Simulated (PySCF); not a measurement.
# C3H7FSi: NMR shifts at several levels of theory

Aim: compute the NMR shifts of C3H7FSi (`C/C(F)=C\[SiH3]`) at several levels, and see how far they spread and what each costs.

Programs: PySCF 2.14.0, with density-fitted response routines of our own. Each step states its level of theory. These are calculated values for one molecule in the gas phase, unless marked as measured. Atoms count from 0, in the outputs and in this text.

## Step 1: The starting structure

12 atoms, charge 0, multiplicity 1; geometry from: GFN2-xTB. The atoms were then displaced at random by about 0.01 Å, so the start is not that level's minimum.

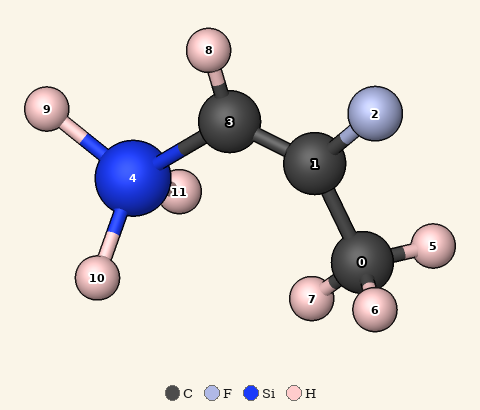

As it starts; carbon dark grey, fluorine light blue, silicon blue, hydrogen pink, atoms numbered.

## Step 2: Optimising the geometry at PBE0-D3(BJ)/def2-SVP

The job: settings as JSON, then the geometry in Å.

```
{"job": {"xc": "PBE0", "basis": "def2-SVP", "d3": "d3bj", "grid": 1, "shake": 0.01, "kind": "geom"}, "charge": 0, "multiplicity": 1}
C      1.366400    -0.918900     0.416830
C      0.999460     0.505320     0.057340
F      2.086890     1.311250     0.067260
C     -0.136420     1.035950    -0.251780
Si    -1.794100     0.086240    -0.334020
H      2.075150    -1.277800    -0.296440
H      1.806080    -0.925840     1.405130
H      0.474280    -1.511360     0.391600
H     -0.186510     2.096860    -0.454020
H     -2.837770     1.043630    -0.688540
H     -2.108230    -0.496850     0.993530
H     -1.705530    -0.976780    -1.315910
```

On the command line:

```console
OMP_NUM_THREADS=1 python probes_run.py task.json out
```

One launch serves the whole session: the jobs run in the order shown.

The program printed:

```text
step   0  E = -507.22368734  max force = 0.071254
step   1  E = -507.23027053  max force = 0.012317
step   2  E = -507.23102764  max force = 0.003811
step   3  E = -507.23108706  max force = 0.002858
step   4  E = -507.23116060  max force = 0.001843
step   5  E = -507.23119642  max force = 0.000636
step   6  E = -507.23123513  max force = 0.000549
step   7  E = -507.23127633  max force = 0.001014
step   8  E = -507.23129707  max force = 0.000520
step   9  E = -507.23130584  max force = 0.000198
optimisation converged
```

Run time: 39 s. Hardware: 1 thread of Intel Xeon Platinum 8488C, shared host; peak memory 0.46 GiB.

The steps of the relaxation:

```tsv
step	energy from step 0 (eV)	largest force component (eV/Å)
0	0.0000	3.6640
1	-0.1791	0.6334
2	-0.1997	0.1960
3	-0.2014	0.1470
4	-0.2034	0.0948
5	-0.2043	0.0327
6	-0.2054	0.0282
7	-0.2065	0.0521
8	-0.2071	0.0267
9	-0.2073	0.0102
```

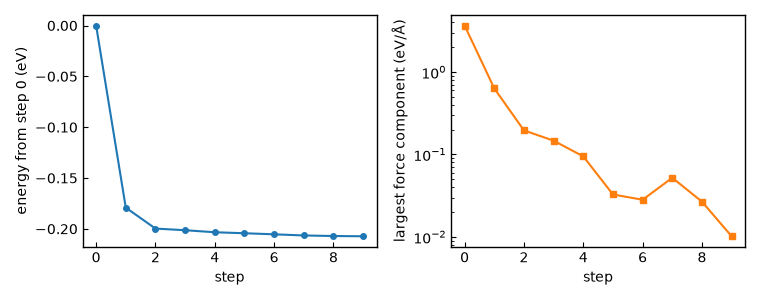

Energy and largest force along the relaxation.

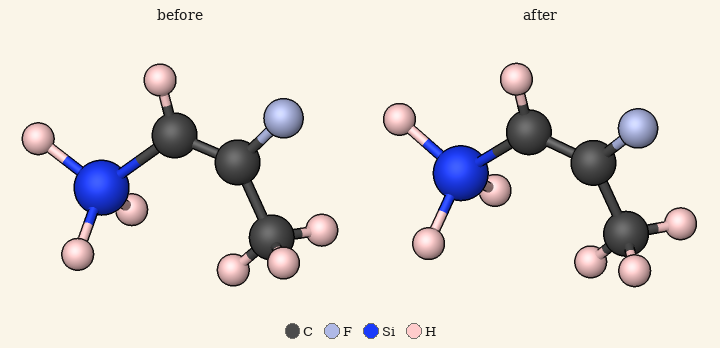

The geometry before (left) and after (right).

Distances of close pairs at the start and the end, largest changes first:

```tsv
bond	before (Å)	after (Å)	change (Å)
C3–Si4	1.912	1.863	-0.049
Si4–H11	1.450	1.497	+0.047
C1–C3	1.291	1.337	+0.046
C0–H5	1.068	1.101	+0.034
Si4–H9	1.460	1.493	+0.033
C0–C1	1.514	1.485	-0.029
C0–H7	1.071	1.097	+0.026
C0–H6	1.082	1.102	+0.020
```

The end geometry stands in the next job.

```tsv
at the end point	value
point group (found at 0.08 Å tolerance)	C1
rotational constants (GHz, main isotopes)	8.334, 2.094, 1.725
dipole moment (D)	1.10
```

## Step 3: NMR shieldings: HF/pcSseg-2

The job: settings as JSON, then the geometry in Å.

```
{"job": {"kind": "nmr", "xc": "HF", "basis": "pcSseg-2", "pop": false}, "charge": 0, "multiplicity": 1}
C      1.298991    -0.985800     0.369118
C      1.014337     0.464099     0.219339
F      2.107205     1.200252     0.456459
C     -0.135410     1.066469    -0.101538
Si    -1.740514     0.189071    -0.454359
H      2.116878    -1.279917    -0.307394
H      1.634632    -1.199046     1.396564
H      0.417633    -1.601669     0.149610
H     -0.103380     2.160718    -0.144750
H     -2.751489     1.194409    -0.896220
H     -2.270302    -0.516386     0.755877
H     -1.584070    -0.838615    -1.531926
```

Level: GIAO HF/pcSseg-2 NMR shielding, non-relativistic, gas phase.

The program printed:

```text
final grid: 94760 points
cycle   1  E = -506.0300202002  dE =  5.798e-01  |g| = 5.777e-01  |ddm| = 2.350e+00
cycle   2  E = -506.1020181174  dE = -7.200e-02  |g| = 3.196e-01  |ddm| = 5.018e-01
cycle   3  E = -506.1200997352  dE = -1.808e-02  |g| = 6.954e-02  |ddm| = 1.963e-01
cycle   4  E = -506.1218723942  dE = -1.773e-03  |g| = 1.294e-02  |ddm| = 9.057e-02
cycle   5  E = -506.1219463671  dE = -7.397e-05  |g| = 3.774e-03  |ddm| = 1.841e-02
cycle   6  E = -506.1219557577  dE = -9.391e-06  |g| = 1.395e-03  |ddm| = 6.819e-03
cycle   7  E = -506.1219571800  dE = -1.422e-06  |g| = 6.782e-04  |ddm| = 2.489e-03
cycle   8  E = -506.1219574342  dE = -2.542e-07  |g| = 1.951e-04  |ddm| = 1.179e-03
cycle   9  E = -506.1219574699  dE = -3.571e-08  |g| = 8.791e-05  |ddm| = 4.347e-04
cycle  10  E = -506.1219574742  dE = -4.331e-09  |g| = 2.262e-05  |ddm| = 1.676e-04
cycle  11  E = -506.1219574746  dE = -3.422e-10  |g| = 6.847e-06  |ddm| = 4.404e-05
converged SCF energy = -506.1219574746

GIAO shielding tensors (ppm)
atom      isotropic    diamagn.    paramagn.     s11        s22        s33       span
  0 C      172.727     238.185     -65.458    161.353    167.230    189.599     28.246
  1 C        8.807     249.819    -241.012   -138.199     80.355     84.266    222.465
  2 F      286.007     468.700    -182.693    180.204    315.809    362.009    181.806
  3 C      100.183     257.000    -156.817     -5.242    130.391    175.401    180.643
  4 Si     453.377     875.018    -421.641    437.165    438.777    484.189     47.025
  5 H       29.744      28.465       1.279     26.253     27.201     35.779      9.525
  6 H       29.718      28.529       1.189     26.325     27.094     35.736      9.410
  7 H       29.736      31.391      -1.654     25.070     30.033     34.106      9.036
  8 H       26.984      31.228      -4.244     24.286     26.191     30.476      6.190
  9 H       27.793      28.858      -1.065     24.729     25.836     32.814      8.084
 10 H       27.654      29.363      -1.709     24.613     26.179     32.171      7.558
 11 H       27.657      29.531      -1.874     24.611     26.459     31.901      7.290
```

Wall time 18 s (1 thread of Intel Xeon Platinum 8488C, shared host); peak memory 1.1 GiB.

Shifts follow as δ = σ(reference) − σ, with reference shieldings (ppm) from runs at the same level and on the same kind of geometry: ¹H TMS 31.68, ¹³C TMS 191.5, ²⁹Si TMS 383.0, ¹⁹F CFCl3 245.3. The references are single molecules in the gas phase, so shifts against H2O, NH3, PH3, H3PO4 or CFCl3 are not on the usual liquid scales and can be off by tens of ppm. Atoms listed in one row are averaged.

```tsv
atoms	environment	σ (ppm)	δ (ppm)
C1	fully substituted alkene carbon bonded to F	8.8	182.7
C3	alkene CH	100.2	91.3
C0	allylic methyl carbon	172.7	18.7
H8	hydrogen on an alkene CH	26.98	4.70
H9, H10, H11	hydrogen on a silicon bonded to C	27.70	3.98
H5, H6, H7	hydrogen on an allylic methyl carbon	29.73	1.95
F2	vinylic fluorine	286.0	-40.7
Si4	silicon bonded to C, 3 H	453.4	-70.4
```

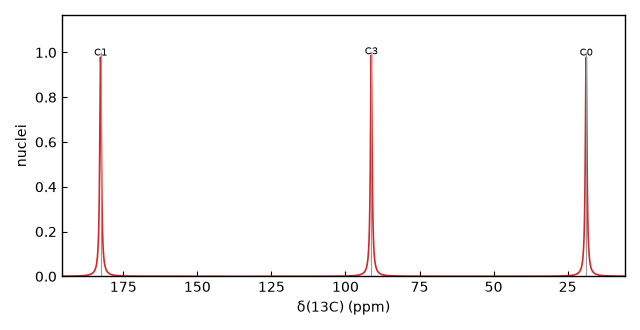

¹³C lines at the computed shifts, without couplings. Lines are broadened to a width of 0.66 ppm (Lorentzian).

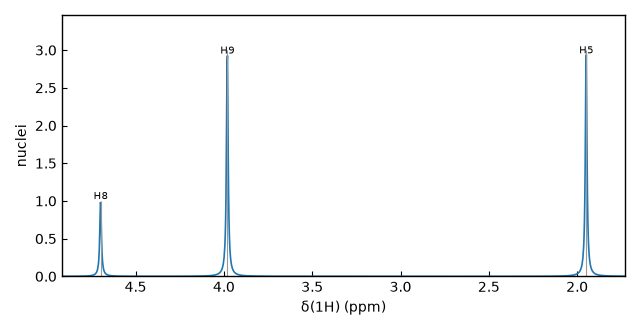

¹H lines at the computed shifts, without couplings. Lines are broadened to a width of 0.01 ppm (Lorentzian).

## Step 4: Shielding tensors: LDA/pcSseg-2

The job, as its differences from that of step 3:

```diff
@@ -1,2 +1,2 @@
-{"job": {"kind": "nmr", "xc": "HF", "basis": "pcSseg-2", "pop": false}, "charge": 0, "multiplicity": 1}
+{"job": {"kind": "nmr", "xc": "LDA", "basis": "pcSseg-2", "pop": false}, "charge": 0, "multiplicity": 1}
 C      1.298991    -0.985800     0.369118
```

Level: GIAO LDA/pcSseg-2 NMR shielding, non-relativistic, gas phase.

The program printed:

```text
coarse grid: 10312 points
cycle   1  E = -504.9534187725  dE =  2.629e-01  |g| = 6.578e-01  |ddm| = 2.561e+00
cycle   2  E = -504.7638504716  dE =  1.896e-01  |g| = 1.085e+00  |ddm| = 1.218e+00
cycle   3  E = -505.0267564242  dE = -2.629e-01  |g| = 2.654e-01  |ddm| = 9.110e-01
cycle   4  E = -505.0448522388  dE = -1.810e-02  |g| = 7.563e-02  |ddm| = 2.485e-01
cycle   5  E = -505.0459804214  dE = -1.128e-03  |g| = 2.790e-02  |ddm| = 7.187e-02
cycle   6  E = -505.0460998566  dE = -1.194e-04  |g| = 9.630e-03  |ddm| = 1.947e-02
cycle   7  E = -505.0461195621  dE = -1.971e-05  |g| = 1.047e-03  |ddm| = 8.065e-03
cycle   8  E = -505.0461198141  dE = -2.519e-07  |g| = 5.018e-04  |ddm| = 2.061e-03
final grid: 94760 points
cycle   9  E = -505.0431578804  dE = -7.210e-05  |g| = 3.962e-03  |ddm| = 3.898e-02
cycle  10  E = -505.0431516803  dE =  6.200e-06  |g| = 6.815e-03  |ddm| = 5.509e-03
cycle  11  E = -505.0431607468  dE = -9.067e-06  |g| = 1.055e-03  |ddm| = 3.901e-03
cycle  12  E = -505.0431608975  dE = -1.508e-07  |g| = 3.544e-04  |ddm| = 8.240e-04
cycle  13  E = -505.0431609192  dE = -2.161e-08  |g| = 1.544e-04  |ddm| = 2.963e-04
cycle  14  E = -505.0431609252  dE = -6.008e-09  |g| = 3.080e-05  |ddm| = 1.218e-04
cycle  15  E = -505.0431609254  dE = -2.377e-10  |g| = 3.497e-06  |ddm| = 2.442e-05
converged SCF energy = -505.0431609254

GIAO shielding tensors (ppm)
atom      isotropic    diamagn.    paramagn.     s11        s22        s33       span
  0 C      160.724     244.465     -83.741    147.944    151.044    183.184     35.240
  1 C       -8.260     246.947    -255.207   -127.605     49.769     53.057    180.662
  2 F      196.134     468.317    -272.182     70.580    210.793    307.029    236.449
  3 C       86.503     258.280    -171.776     -6.199    108.050    157.660    163.859
  4 Si     395.769     879.795    -484.027    371.507    374.982    440.817     69.309
  5 H       28.874      28.866       0.008     25.732     26.521     34.368      8.636
  6 H       28.840      28.860      -0.020     25.783     26.428     34.310      8.527
  7 H       28.713      30.926      -2.213     24.230     29.467     32.441      8.211
  8 H       25.958      31.039      -5.081     23.661     25.619     28.593      4.932
  9 H       26.460      27.949      -1.489     23.490     24.639     31.250      7.759
 10 H       26.277      28.266      -1.989     23.282     24.746     30.805      7.523
 11 H       26.286      28.407      -2.121     23.332     25.013     30.515      7.183
```

Run time: 34 s. Hardware: 1 thread of Intel Xeon Platinum 8488C, shared host; peak memory 0.95 GiB.

In short: δ C1 188.5, C3 93.8, C0 19.6, F2 -57.9, H8 4.81, H9 4.43 ppm (means over like atoms).

## Step 5: NMR shieldings: PBE/pcSseg-2

The job, as its differences from that of step 4:

```diff
@@ -1,2 +1,2 @@
-{"job": {"kind": "nmr", "xc": "LDA", "basis": "pcSseg-2", "pop": false}, "charge": 0, "multiplicity": 1}
+{"job": {"kind": "nmr", "xc": "PBE", "basis": "pcSseg-2", "pop": false}, "charge": 0, "multiplicity": 1}
 C      1.298991    -0.985800     0.369118
```

Method: GIAO PBE/pcSseg-2 NMR shielding, non-relativistic, gas phase.

The program printed:

```text
coarse grid: 10312 points
cycle   1  E = -507.4424032219  dE =  2.701e-01  |g| = 6.501e-01  |ddm| = 2.388e+00
cycle   2  E = -507.2689326730  dE =  1.735e-01  |g| = 1.066e+00  |ddm| = 1.248e+00
cycle   3  E = -507.5149402409  dE = -2.460e-01  |g| = 2.466e-01  |ddm| = 9.098e-01
cycle   4  E = -507.5305299448  dE = -1.559e-02  |g| = 7.435e-02  |ddm| = 2.368e-01
cycle   5  E = -507.5316543665  dE = -1.124e-03  |g| = 2.935e-02  |ddm| = 7.365e-02
cycle   6  E = -507.5317976347  dE = -1.433e-04  |g| = 8.023e-03  |ddm| = 1.998e-02
cycle   7  E = -507.5318121531  dE = -1.452e-05  |g| = 1.069e-03  |ddm| = 7.731e-03
cycle   8  E = -507.5318124012  dE = -2.481e-07  |g| = 5.275e-04  |ddm| = 1.880e-03
final grid: 94760 points
cycle   9  E = -507.5389252713  dE = -1.036e-04  |g| = 1.022e-02  |ddm| = 4.665e-02
cycle  10  E = -507.5388759987  dE =  4.927e-05  |g| = 1.825e-02  |ddm| = 1.686e-02
cycle  11  E = -507.5389484718  dE = -7.247e-05  |g| = 2.496e-03  |ddm| = 1.087e-02
cycle  12  E = -507.5389494121  dE = -9.402e-07  |g| = 5.313e-04  |ddm| = 2.006e-03
cycle  13  E = -507.5389494590  dE = -4.692e-08  |g| = 1.749e-04  |ddm| = 5.323e-04
cycle  14  E = -507.5389494644  dE = -5.381e-09  |g| = 9.970e-05  |ddm| = 1.904e-04
cycle  15  E = -507.5389494669  dE = -2.563e-09  |g| = 1.648e-05  |ddm| = 7.689e-05
cycle  16  E = -507.5389494670  dE = -6.435e-11  |g| = 4.632e-06  |ddm| = 1.594e-05
converged SCF energy = -507.5389494670

GIAO shielding tensors (ppm)
atom      isotropic    diamagn.    paramagn.     s11        s22        s33       span
  0 C      159.392     244.098     -84.706    147.229    150.365    180.583     33.355
  1 C       -4.401     248.158    -252.559   -120.305     50.584     56.518    176.823
  2 F      199.153     468.549    -269.396     73.409    217.319    306.730    233.321
  3 C       89.498     257.729    -168.231     -0.008    111.118    157.384    157.392
  4 Si     409.439     879.245    -469.806    387.860    390.248    450.209     62.348
  5 H       29.279      28.981       0.298     26.252     27.019     34.566      8.314
  6 H       29.248      29.017       0.231     26.300     26.931     34.514      8.215
  7 H       29.133      31.840      -2.708     24.782     29.898     32.718      7.937
  8 H       26.461      31.109      -4.648     24.256     26.020     29.108      4.852
  9 H       27.036      28.503      -1.468     24.129     25.269     31.709      7.580
 10 H       26.829      29.147      -2.318     23.913     25.336     31.238      7.326
 11 H       26.839      29.316      -2.477     23.954     25.604     30.961      7.007
```

It took 44 s on 1 thread of Intel Xeon Platinum 8488C, shared host; peak memory 0.89 GiB.

In short: δ C1 183.8, C3 89.9, C0 20.0, F2 -56.2, H8 4.72, H9 4.28 ppm (means over like atoms).

## Step 6: Shielding tensors: BLYP/pcSseg-2

The job, as its differences from that of step 5:

```diff
@@ -1,2 +1,2 @@
-{"job": {"kind": "nmr", "xc": "PBE", "basis": "pcSseg-2", "pop": false}, "charge": 0, "multiplicity": 1}
+{"job": {"kind": "nmr", "xc": "BLYP", "basis": "pcSseg-2", "pop": false}, "charge": 0, "multiplicity": 1}
 C      1.298991    -0.985800     0.369118
```

Method: GIAO BLYP/pcSseg-2 NMR shielding, non-relativistic, gas phase.

The program printed:

```text
coarse grid: 10312 points
cycle   1  E = -507.7693348467  dE =  2.673e-01  |g| = 6.981e-01  |ddm| = 2.372e+00
cycle   2  E = -507.5716972717  dE =  1.976e-01  |g| = 1.152e+00  |ddm| = 1.372e+00
cycle   3  E = -507.8536398263  dE = -2.819e-01  |g| = 2.452e-01  |ddm| = 1.010e+00
cycle   4  E = -507.8683598987  dE = -1.472e-02  |g| = 8.691e-02  |ddm| = 2.436e-01
cycle   5  E = -507.8699834991  dE = -1.624e-03  |g| = 3.407e-02  |ddm| = 8.620e-02
cycle   6  E = -507.8701780518  dE = -1.946e-04  |g| = 9.415e-03  |ddm| = 2.349e-02
cycle   7  E = -507.8701981521  dE = -2.010e-05  |g| = 1.201e-03  |ddm| = 9.087e-03
cycle   8  E = -507.8701984601  dE = -3.080e-07  |g| = 5.552e-04  |ddm| = 1.996e-03
final grid: 94760 points
cycle   9  E = -507.8789582622  dE = -8.541e-05  |g| = 8.002e-03  |ddm| = 4.424e-02
cycle  10  E = -507.8789286443  dE =  2.962e-05  |g| = 1.458e-02  |ddm| = 1.217e-02
cycle  11  E = -507.8789710946  dE = -4.245e-05  |g| = 1.984e-03  |ddm| = 8.320e-03
cycle  12  E = -507.8789716834  dE = -5.888e-07  |g| = 5.076e-04  |ddm| = 1.662e-03
cycle  13  E = -507.8789717182  dE = -3.479e-08  |g| = 3.107e-04  |ddm| = 5.340e-04
cycle  14  E = -507.8789717420  dE = -2.380e-08  |g| = 8.486e-05  |ddm| = 2.649e-04
cycle  15  E = -507.8789717438  dE = -1.778e-09  |g| = 1.146e-05  |ddm| = 6.366e-05
cycle  16  E = -507.8789717438  dE = -2.603e-11  |g| = 3.216e-06  |ddm| = 1.311e-05
converged SCF energy = -507.8789717438

GIAO shielding tensors (ppm)
atom      isotropic    diamagn.    paramagn.     s11        s22        s33       span
  0 C      155.128     241.579     -86.451    142.797    146.287    176.299     33.502
  1 C       -9.987     246.987    -256.975   -127.690     45.521     52.207    179.897
  2 F      203.477     469.683    -266.206     81.308    225.161    303.963    222.655
  3 C       84.497     256.162    -171.664     -4.899    105.713    152.678    157.576
  4 Si     397.384     878.327    -480.942    376.125    378.196    437.832     61.707
  5 H       29.442      29.343       0.099     26.537     27.292     34.496      7.959
  6 H       29.413      29.365       0.049     26.579     27.210     34.450      7.870
  7 H       29.333      31.609      -2.276     25.161     30.096     32.742      7.582
  8 H       26.715      31.426      -4.711     24.681     26.164     29.299      4.619
  9 H       27.313      28.599      -1.286     24.469     25.585     31.884      7.416
 10 H       27.093      29.112      -2.019     24.243     25.639     31.396      7.152
 11 H       27.105      29.276      -2.171     24.285     25.906     31.124      6.840
```

Run time: 44 s. Hardware: 1 thread of Intel Xeon Platinum 8488C, shared host; peak memory 0.89 GiB.

In short: δ C1 185.0, C3 90.5, C0 19.9, F2 -60.3, H8 4.66, H9 4.21 ppm (means over like atoms).

## Step 7: Nuclear shieldings: BP86/pcSseg-2

The job, as its differences from that of step 6:

```diff
@@ -1,2 +1,2 @@
-{"job": {"kind": "nmr", "xc": "BLYP", "basis": "pcSseg-2", "pop": false}, "charge": 0, "multiplicity": 1}
+{"job": {"kind": "nmr", "xc": "BP86", "basis": "pcSseg-2", "pop": false}, "charge": 0, "multiplicity": 1}
 C      1.298991    -0.985800     0.369118
```

Level: GIAO BP86/pcSseg-2 NMR shielding, non-relativistic, gas phase.

The program printed:

```text
coarse grid: 10312 points
cycle   1  E = -507.8801400728  dE =  2.698e-01  |g| = 6.531e-01  |ddm| = 2.390e+00
cycle   2  E = -507.7107459056  dE =  1.694e-01  |g| = 1.069e+00  |ddm| = 1.164e+00
cycle   3  E = -507.9527487057  dE = -2.420e-01  |g| = 2.422e-01  |ddm| = 8.579e-01
cycle   4  E = -507.9677280842  dE = -1.498e-02  |g| = 7.476e-02  |ddm| = 2.293e-01
cycle   5  E = -507.9688751289  dE = -1.147e-03  |g| = 3.023e-02  |ddm| = 6.961e-02
cycle   6  E = -507.9690294042  dE = -1.543e-04  |g| = 7.461e-03  |ddm| = 1.960e-02
cycle   7  E = -507.9690425350  dE = -1.313e-05  |g| = 1.047e-03  |ddm| = 7.574e-03
cycle   8  E = -507.9690427748  dE = -2.398e-07  |g| = 4.977e-04  |ddm| = 1.770e-03
final grid: 94760 points
cycle   9  E = -507.9755011105  dE = -9.617e-05  |g| = 4.866e-03  |ddm| = 4.292e-02
cycle  10  E = -507.9754930650  dE =  8.045e-06  |g| = 7.002e-03  |ddm| = 8.423e-03
cycle  11  E = -507.9755057135  dE = -1.265e-05  |g| = 1.573e-03  |ddm| = 5.935e-03
cycle  12  E = -507.9755061981  dE = -4.846e-07  |g| = 7.841e-04  |ddm| = 1.504e-03
cycle  13  E = -507.9755063466  dE = -1.485e-07  |g| = 1.751e-04  |ddm| = 5.988e-04
cycle  14  E = -507.9755063516  dE = -4.954e-09  |g| = 5.446e-05  |ddm| = 1.184e-04
cycle  15  E = -507.9755063520  dE = -3.909e-10  |g| = 8.796e-06  |ddm| = 2.904e-05
converged SCF energy = -507.9755063520

GIAO shielding tensors (ppm)
atom      isotropic    diamagn.    paramagn.     s11        s22        s33       span
  0 C      158.838     243.597     -84.759    146.596    149.997    179.922     33.326
  1 C       -4.261     248.707    -252.968   -119.915     50.774     56.357    176.272
  2 F      201.833     468.273    -266.439     77.274    218.873    309.354    232.080
  3 C       89.322     257.580    -168.257      0.090    110.780    157.097    157.007
  4 Si     407.444     879.141    -471.697    386.242    388.774    447.317     61.075
  5 H       29.326      29.023       0.303     26.319     27.092     34.568      8.249
  6 H       29.296      29.058       0.238     26.368     27.003     34.516      8.148
  7 H       29.204      31.733      -2.528     24.876     29.967     32.770      7.894
  8 H       26.547      31.162      -4.616     24.358     26.096     29.186      4.829
  9 H       27.100      28.546      -1.446     24.209     25.323     31.768      7.559
 10 H       26.891      29.078      -2.187     23.976     25.402     31.294      7.318
 11 H       26.901      29.245      -2.344     24.016     25.669     31.018      7.002
```

It took 42 s on 1 thread of Intel Xeon Platinum 8488C, shared host; peak memory 0.89 GiB.

Key values: δ C1 183.4, C3 89.9, C0 20.3, F2 -57.9, H8 4.69, H9 4.27 ppm (means over like atoms).

(Part 1 of 2 ends here.)
